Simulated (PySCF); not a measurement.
# HNO2 (nitrous acid) at MP2/STO-3G

Aim: the energy change on altering one bond length of HNO2 (nitrous acid) at MP2/STO-3G, from 2 runs. 

The calculation is run with PySCF 2.14.0.

7 further runs of the same task are left out: 7 set aside as unsound or not needed.

## (1) The molecule

HNO2 has 4 atoms, charge 0, and is taken as a singlet. As SMILES, `O=NO`. Geometry: relaxed at PBE0-D4/def2-TZVP.

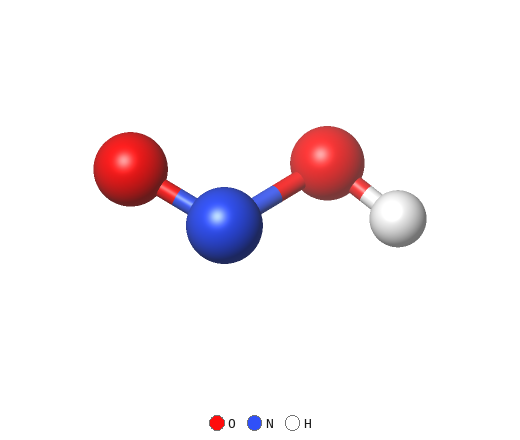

Viewed from a chosen angle; oxygen red, nitrogen blue, hydrogen white.

## (2) A single-point energy at MP2/STO-3G

Input file start.xyz:

```xyz
4

O      0.413650     0.047230     1.437260
N      0.320150    -0.419400     0.377370
O     -0.362650     0.434660    -0.492650
H     -0.371140    -0.062490    -1.321980
```

Input file run.py:

```python
from pyscf import gto, mp

molecule = gto.M(
    atom='start.xyz',
    max_memory=1860,
    charge=0,
    basis='sto-3g',
    spin=0,
    verbose=4,
)

mf = molecule.RHF()
mf.conv_tol = 1e-10
mf.kernel()
if not mf.converged:
    mf = mf.newton().run(mf.mo_coeff, mf.mo_occ)

pt = mp.MP2(mf, frozen=3).run()
energy = pt.e_tot
print('E = %.10f Eh' % energy)
```

Run with:

```console
$ OMP_NUM_THREADS=1 python run.py
```

Log:

```text
PySCF version 2.14.0

[INPUT] num. atoms = 4
[INPUT] num. electrons = 24
[INPUT] charge = 0
[INPUT] spin (= nelec alpha-beta = 2S) = 0
[INPUT] symmetry False subgroup None
[INPUT] Mole.unit = angstrom
[INPUT] Symbol           X                Y                Z      unit          X                Y                Z       unit  Magmom
[INPUT]  1 O      0.413650000000   0.047230000000   1.437260000000 AA    0.781685211426   0.089251764863   2.716027769792 Bohr   0.0
[INPUT]  2 N      0.320150000000  -0.419400000000   0.377370000000 AA    0.604995818780  -0.792551136643   0.713125947627 Bohr   0.0
[INPUT]  3 O     -0.362650000000   0.434660000000  -0.492650000000 AA   -0.685309179074   0.821388357303  -0.930973575267 Bohr   0.0
[INPUT]  4 H     -0.371140000000  -0.062490000000  -1.321980000000 AA   -0.701352953871  -0.118088985524  -2.498180142153 Bohr   0.0

nuclear repulsion = 70.5538671393817
number of shells = 10
number of NR pGTOs = 48
number of NR cGTOs = 16
basis = sto-3g
ecp = {}

******** <class 'pyscf.scf.hf.RHF'> ********
method = RHF
initial guess = minao
damping factor = 0
level_shift factor = 0
DIIS = <class 'pyscf.scf.diis.CDIIS'>
diis_start_cycle = 1
diis_space = 8
diis_damp = 0
SCF conv_tol = 1e-10
SCF conv_tol_grad = None
SCF max_cycles = 50
direct_scf = True
direct_scf_tol = 1e-13
Set gradient conv threshold to 1e-05
Initial guess from minao.
init E= -202.394386427091
  HOMO = -0.213592907579031  LUMO = 0.0367744466639592  gap/eV = 6.81284
cycle= 1 E= -201.783195241843  delta_E= 0.611  |g|= 0.604  |ddm|= 2.97
  HOMO = -0.264463813188887  LUMO = 0.207482821577542  gap/eV = 12.84232
cycle= 2 E= -201.868390103159  delta_E= -0.0852  |g|= 0.361  |ddm|= 1.03
  HOMO = -0.320090585346301  LUMO = 0.226903187575949  gap/eV = 14.88446
cycle= 3 E= -201.902089399329  delta_E= -0.0337  |g|= 0.0485  |ddm|= 0.371
  HOMO = -0.328165750427668  LUMO = 0.236417860344664  gap/eV = 15.36310
cycle= 4 E= -201.904141905536  delta_E= -0.00205  |g|= 0.0295  |ddm|= 0.116
  HOMO = -0.334095403552579  LUMO = 0.235980647918982  gap/eV = 15.51256
cycle= 5 E= -201.904911951545  delta_E= -0.00077  |g|= 0.00894  |ddm|= 0.0939
  HOMO = -0.332911926536276  LUMO = 0.23711974105231  gap/eV = 15.51135
cycle= 6 E= -201.904998079402  delta_E= -8.61e-05  |g|= 0.00217  |ddm|= 0.0354
  HOMO = -0.332956225002701  LUMO = 0.237821143942121  gap/eV = 15.53164
cycle= 7 E= -201.905001766289  delta_E= -3.69e-06  |g|= 0.000461  |ddm|= 0.00784
  HOMO = -0.332974339418265  LUMO = 0.237650520626222  gap/eV = 15.52749
cycle= 8 E= -201.905001888771  delta_E= -1.22e-07  |g|= 8.95e-05  |ddm|= 0.00121
  HOMO = -0.33299009752581  LUMO = 0.237657340646941  gap/eV = 15.52811
cycle= 9 E= -201.905001894746  delta_E= -5.98e-09  |g|= 1.7e-05  |ddm|= 0.000261
  HOMO = -0.332991247157468  LUMO = 0.237652023436181  gap/eV = 15.52799
cycle= 10 E= -201.905001895013  delta_E= -2.67e-10  |g|= 2.38e-06  |ddm|= 5.7e-05
  HOMO = -0.332991737129929  LUMO = 0.237651970643605  gap/eV = 15.52801
cycle= 11 E= -201.905001895017  delta_E= -4.21e-12  |g|= 4.76e-07  |ddm|= 7.1e-06
  HOMO = -0.332991698425898  LUMO = 0.237652010481151  gap/eV = 15.52801
Extra cycle  E= -201.905001895017  delta_E= -1.14e-13  |g|= 1.99e-07  |ddm|= 9e-07
converged SCF energy = -201.905001895017

******** <class 'pyscf.mp.mp2.RMP2'> ********
nocc = 9, nmo = 13
frozen orbitals 3
E(RMP2) = -202.062746505347  E_corr = -0.157744610330464
E(SCS-RMP2) = -202.067169971431  E_corr = -0.162168076414432
E_corr(same-spin) = -0.0312986030562982
E_corr(oppo-spin) = -0.126446007274166
E = -202.0627465053 Eh
```

Wall time 0.6 s (1 thread of Arm Neoverse V2, shared host); peak memory 0.12 GiB.

## (3) The distorted shape

Input file input.py:

```python
from pyscf import gto, mp

mol = gto.Mole()
mol.atom = [
    ('O', (0.420442, 0.444932, 2.100695)),
    ('N', (0.326942, -0.021698, 1.040805)),
    ('O', (-0.355858, 0.832362, 0.170785)),
    ('H', (-0.371140, -0.062490, -1.321980)),
]
mol.verbose = 3
mol.max_memory = 1860
mol.spin = 0
mol.basis = 'sto-3g'
mol.build()

mf = mol.RHF()
mf.conv_tol = 1e-10
mf.kernel()
if not mf.converged:
    mf = mf.newton().run(mf.mo_coeff, mf.mo_occ)

pt = mp.MP2(mf, frozen=3).run()
etot = pt.e_tot
print('E = %.10f Eh' % etot)
```

Run with:

```console
$ OMP_NUM_THREADS=1 python input.py
```

Log:

```text
converged SCF energy = -201.695678747541
E(RMP2) = -201.916285882257  E_corr = -0.220607134715647
E(SCS-RMP2) = -201.927723500907  E_corr = -0.232044753365584
E = -201.9162858823 Eh
```

It took 0.6 s on 1 thread of Arm Neoverse V2, shared host; peak memory 0.12 GiB.

## (4) Results

Level: MP2/STO-3G, 3 core orbitals frozen.

```
                                                         quantity          value
                                        first shape: total energy  -202.06275 Eh
                first shape: dipole moment (Hartree–Fock density)         1.62 D
                 first shape: HOMO energy (Hartree–Fock orbitals)       -9.06 eV
                 first shape: LUMO energy (Hartree–Fock orbitals)        6.47 eV
               first shape: HOMO–LUMO gap (Hartree–Fock orbitals)       15.53 eV
         first shape: correlation energy (3 core orbitals frozen)     -157.7 mEh
                                    distorted shape: total energy  -201.91629 Eh
            distorted shape: dipole moment (Hartree–Fock density)         1.56 D
             distorted shape: HOMO energy (Hartree–Fock orbitals)       -8.69 eV
             distorted shape: LUMO energy (Hartree–Fock orbitals)        3.83 eV
           distorted shape: HOMO–LUMO gap (Hartree–Fock orbitals)       12.52 eV
     distorted shape: correlation energy (3 core orbitals frozen)     -220.6 mEh
energy change with the O3–H4 bond stretched from 0.967 to 1.741 Å       3.985 eV
```

In words: With the O3–H4 bond stretched from 0.967 to 1.741 Å the energy rises by 3.99 eV (385 kJ/mol). The first shape isn't relaxed at this level, so the change isn't measured from a minimum. A restricted reference can't describe the breaking bond well at this length. The minimal basis adds a large error of its own. Mulliken charges (distorted shape) of the mean-field density run from -0.11 on O1 to +0.11 on H4; they depend strongly on the basis.
